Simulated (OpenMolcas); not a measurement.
**C2ClF3 (chlorotrifluoroethylene) at KT2/ANO-RCC-VDZ (DKH3)**

What is the vertical ionisation energy of C2ClF3 (chlorotrifluoroethylene) at KT2/ANO-RCC-VDZ (DKH3)? 

The results are computed with OpenMolcas 26.06.

## Step 1: Starting point

The species is C2ClF3 (6 atoms), meant as a singlet with charge 0. SMILES: `FC(F)=C(F)Cl`. The shape is that of a GFN2-xTB optimisation.

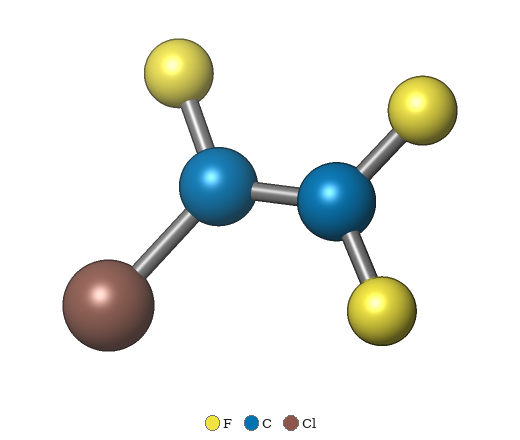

Viewed from a chosen angle; fluorine yellow, carbon blue, chlorine brown.

## Step 2: The energy at KT2/ANO-RCC-VDZ (DKH3)

The input, job.input:

```
>>> EXPORT MOLCAS_PRINT=2

&GATEWAY
  Coord
  6
  bohr
  F      1.42390863    -3.15427416     0.24906590
  C     -0.14558450    -1.22219927     0.44529506
  F     -2.22483126    -1.85108123     1.67713194
  C      0.28561321     1.08077217    -0.47241263
  F      2.42799571     1.58963762    -1.70001652
  Cl    -1.76712069     3.55716377    -0.19904485
  Basis = ANO-RCC-VDZ
  Group = NoSym

&SEWARD
  Relativistic = R03O02
  Expert

&SCF
  KSDFT = KT2
  PrOrbitals = 1 1
```

Run with:

```sh
$ export MOLCAS_MEM=1860
$ pymolcas job.input > job.log
```

The program printed:

```text
--- Start Module: gateway ---
[...]
--- Stop Module: gateway /rc=_RC_ALL_IS_WELL_ ---
--- Start Module: seward ---
[...]
 ###    WARNING:  EXPERT option is ON!                                       ###
 ###############################################################################
               SEWARD will generate:
[...]
      Basis functions           58
--- Stop Module: seward /rc=_RC_ALL_IS_WELL_ ---
[...]
--- Start Module: scf ---
[...]
       Convergence after  14 Iterations
[...]
::    Total KS-DFT energy                            -846.3041705048
[...]
      Total spin, S                                     0.0000000000
[...]
      Total electronic charge=   56.000000
      Total            charge=   -0.000000
[...]
      Dipole Moment (debye):
      Origin of the operator (angstrom)=   -0.1333    0.2638   -0.0136
                   X= -4.8006E-01               Y=  4.9269E-01               Z=  9.0291E-02           Total=  6.9379E-01
      Quadrupole Moment (debye*angstrom):
[...]
--- Stop Module: scf /rc=_RC_ALL_IS_WELL_ ---
[...]
```

It took 9.9 s on 1 thread of Arm Neoverse V1, shared host; peak memory 0.4 GiB.

## Step 3: The doublet cation

The input, job.inp:

```
* C2ClF3 Kohn-Sham DFT

&GATEWAY
 Coord
 6
 bohr
 F      1.42390863    -3.15427416     0.24906590
 C     -0.14558450    -1.22219927     0.44529506
 F     -2.22483126    -1.85108123     1.67713194
 C      0.28561321     1.08077217    -0.47241263
 F      2.42799571     1.58963762    -1.70001652
 Cl    -1.76712069     3.55716377    -0.19904485
 Basis=ANO-RCC-VDZ
 Group=NoSym

&SEWARD
 Relativistic=R03O02
 Expert

&SCF
 UHF
 Charge=1
 Spin=2
 KSDFT=KT2
 PrOrbitals=1 1
```

Run with:

```sh
$ export MOLCAS_MEM=1860
$ pymolcas job.inp > job.log
```

The program printed:

```text
--- Start Module: gateway ---
[...]
--- Stop Module: gateway /rc=_RC_ALL_IS_WELL_ ---
--- Start Module: seward ---
[...]
 ###    WARNING:  EXPERT option is ON!                                       ###
 ###############################################################################
               SEWARD will generate:
[...]
      Basis functions           58
--- Stop Module: seward /rc=_RC_ALL_IS_WELL_ ---
[...]
--- Start Module: scf ---
[...]
       Convergence after  21 Iterations
[...]
::    Total KS-DFT energy                            -845.9299761588
[...]
      Total spin, S                                     0.5006736000
[...]
      Total electronic charge=   55.000000
      Total            charge=    1.000000
[...]
      Dipole Moment (debye):
      Origin of the operator (angstrom)=   -0.1333    0.2638   -0.0136
                   X= -7.3839E-01               Y=  9.1044E-01               Z=  9.2290E-02           Total=  1.1759E+00
      Center of Charge (angstrom)
[...]
--- Stop Module: scf /rc=_RC_ALL_IS_WELL_ ---
[...]
```

Wall time 15 s (1 thread of Arm Neoverse V1, shared host); peak memory 0.4 GiB.

## Step 4: Outcome

Level: KT2/ANO-RCC-VDZ (DKH3).

| quantity | value |
| --- | --- |
| singlet C2ClF3: total energy | -846.30417 Eh |
| singlet C2ClF3: dipole moment | 0.69 D |
| singlet C2ClF3: HOMO energy | -6.76 eV |
| singlet C2ClF3: LUMO energy | -1.37 eV |
| singlet C2ClF3: HOMO–LUMO gap | 5.39 eV |
| doublet cation: total energy | -845.92998 Eh |
| doublet cation: HOMO energy (highest over α and β) | -14.44 eV |
| doublet cation: LUMO energy (lowest over α and β) | -13.59 eV |
| doublet cation: ⟨S²⟩ | 0.751 |
| vertical ionisation energy (to the doublet cation) | 10.182 eV |

In words: Removing an electron at fixed nuclei costs 10.18 eV (235 kcal/mol). The negative HOMO energy of the first species, 6.76 eV, lies 3.42 eV below that difference. Mulliken charges (doublet cation) run from -0.03 on C4 to +0.54 on C2.
